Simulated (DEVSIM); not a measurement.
Structure: abrupt Si n-p junction, at 300 K.

| layer (left to right) | material | thickness (μm) | Nd (cm⁻³) | Na (cm⁻³) | τn (s) | τp (s) |
|---|---|---|---|---|---|---|
| 1 | Si | 0.150 | 4.7e18 | - | 0.00013 | 0.00013 |
| 2 | Si | 0.990 | - | 5.4e15 | 0.00013 | 0.00013 |

Left contact: ohmic. Right contact: ohmic. Voltage is applied to the left contact. Recombination: SRH at mid-gap, radiative. Mobility is μmin + (μ − μmin)/(1 + (N/Nref)^α).

Constants are typed, rounded textbook-type inputs, not results; the design itself was drawn at random and stands for no fabricated device. Values at 300 K.

| parameter | Si |
|---|---|
| gap (eV) | 1.124 |
| affinity (eV) | 4.05 |
| permittivity | 11.7 |
| Nc (cm⁻³) | 2.86e19 |
| Nv (cm⁻³) | 3.1e19 |
| μn (cm²/Vs) | 1417 |
| μp (cm²/Vs) | 470 |
| μn,min | 52 |
| μp,min | 45 |
| Nref,n | 9.7e16 |
| Nref,p | 2.2e17 |
| αn | 0.68 |
| αp | 0.72 |
| B (cm³/s) | 4.7e-15 |

Simulated with DEVSIM: 1D drift-diffusion, Boltzmann statistics, complete ionisation; no tunnelling, impact ionisation, image-force lowering or self-heating.

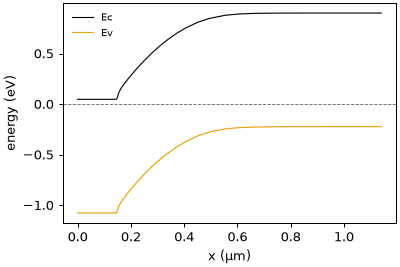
Figure. Band edges at zero bias

Energies count from the Fermi level of the right contact; mesh points crowd at the junctions.

```json
[
 {"x (μm)": "0.000", "Ec (eV)": "0.047", "Ev (eV)": "-1.077", "n (cm⁻³)": "4.7e18", "p (cm⁻³)": "< 1e2", "field (V/cm)": "≈ 0"},
 {"x (μm)": "0.01135", "Ec (eV)": "0.047", "Ev (eV)": "-1.077", "n (cm⁻³)": "4.7e18", "p (cm⁻³)": "< 1e2", "field (V/cm)": "≈ 0"},
 {"x (μm)": "0.02800", "Ec (eV)": "0.047", "Ev (eV)": "-1.077", "n (cm⁻³)": "4.7e18", "p (cm⁻³)": "< 1e2", "field (V/cm)": "≈ 0"},
 {"x (μm)": "0.04817", "Ec (eV)": "0.047", "Ev (eV)": "-1.077", "n (cm⁻³)": "4.7e18", "p (cm⁻³)": "< 1e2", "field (V/cm)": "≈ 0"},
 {"x (μm)": "0.08376", "Ec (eV)": "0.047", "Ev (eV)": "-1.077", "n (cm⁻³)": "4.7e18", "p (cm⁻³)": "< 1e2", "field (V/cm)": "≈ 0"},
 {"x (μm)": "0.1104", "Ec (eV)": "0.047", "Ev (eV)": "-1.077", "n (cm⁻³)": "4.7e18", "p (cm⁻³)": "< 1e2", "field (V/cm)": "≈ 0"},
 {"x (μm)": "0.1285", "Ec (eV)": "0.047", "Ev (eV)": "-1.077", "n (cm⁻³)": "4.7e18", "p (cm⁻³)": "< 1e2", "field (V/cm)": "≈ 0"},
 {"x (μm)": "0.1468", "Ec (eV)": "0.052", "Ev (eV)": "-1.071", "n (cm⁻³)": "3.8e18", "p (cm⁻³)": "< 1e2", "field (V/cm)": "31000"},
 {"x (μm)": "0.1566", "Ec (eV)": "0.125", "Ev (eV)": "-0.999", "n (cm⁻³)": "2.3e17", "p (cm⁻³)": "520", "field (V/cm)": "55000"},
 {"x (μm)": "0.1736", "Ec (eV)": "0.196", "Ev (eV)": "-0.928", "n (cm⁻³)": "1.5e16", "p (cm⁻³)": "7900", "field (V/cm)": "35000"},
 {"x (μm)": "0.1968", "Ec (eV)": "0.273", "Ev (eV)": "-0.851", "n (cm⁻³)": "7.5e14", "p (cm⁻³)": "150000", "field (V/cm)": "32000"},
 {"x (μm)": "0.2488", "Ec (eV)": "0.426", "Ev (eV)": "-0.698", "n (cm⁻³)": "2.0e12", "p (cm⁻³)": "5.9e7", "field (V/cm)": "27000"},
 {"x (μm)": "0.3148", "Ec (eV)": "0.589", "Ev (eV)": "-0.535", "n (cm⁻³)": "3.7e9", "p (cm⁻³)": "3.2e10", "field (V/cm)": "22000"},
 {"x (μm)": "0.4049", "Ec (eV)": "0.752", "Ev (eV)": "-0.372", "n (cm⁻³)": "6700000", "p (cm⁻³)": "1.7e13", "field (V/cm)": "14000"},
 {"x (μm)": "0.6071", "Ec (eV)": "0.891", "Ev (eV)": "-0.233", "n (cm⁻³)": "31000", "p (cm⁻³)": "3.8e15", "field (V/cm)": "1600"},
 {"x (μm)": "0.7838", "Ec (eV)": "0.900", "Ev (eV)": "-0.224", "n (cm⁻³)": "22000", "p (cm⁻³)": "5.3e15", "field (V/cm)": "75"},
 {"x (μm)": "0.9163", "Ec (eV)": "0.900", "Ev (eV)": "-0.224", "n (cm⁻³)": "22000", "p (cm⁻³)": "5.4e15", "field (V/cm)": "≈ 0"},
 {"x (μm)": "0.9964", "Ec (eV)": "0.900", "Ev (eV)": "-0.224", "n (cm⁻³)": "22000", "p (cm⁻³)": "5.4e15", "field (V/cm)": "≈ 0"},
 {"x (μm)": "1.067", "Ec (eV)": "0.900", "Ev (eV)": "-0.224", "n (cm⁻³)": "22000", "p (cm⁻³)": "5.4e15", "field (V/cm)": "≈ 0"},
 {"x (μm)": "1.101", "Ec (eV)": "0.900", "Ev (eV)": "-0.224", "n (cm⁻³)": "22000", "p (cm⁻³)": "5.4e15", "field (V/cm)": "≈ 0"},
 {"x (μm)": "1.122", "Ec (eV)": "0.900", "Ev (eV)": "-0.224", "n (cm⁻³)": "22000", "p (cm⁻³)": "5.4e15", "field (V/cm)": "≈ 0"},
 {"x (μm)": "1.140", "Ec (eV)": "0.900", "Ev (eV)": "-0.224", "n (cm⁻³)": "22000", "p (cm⁻³)": "5.4e15", "field (V/cm)": "≈ 0"}
]
```
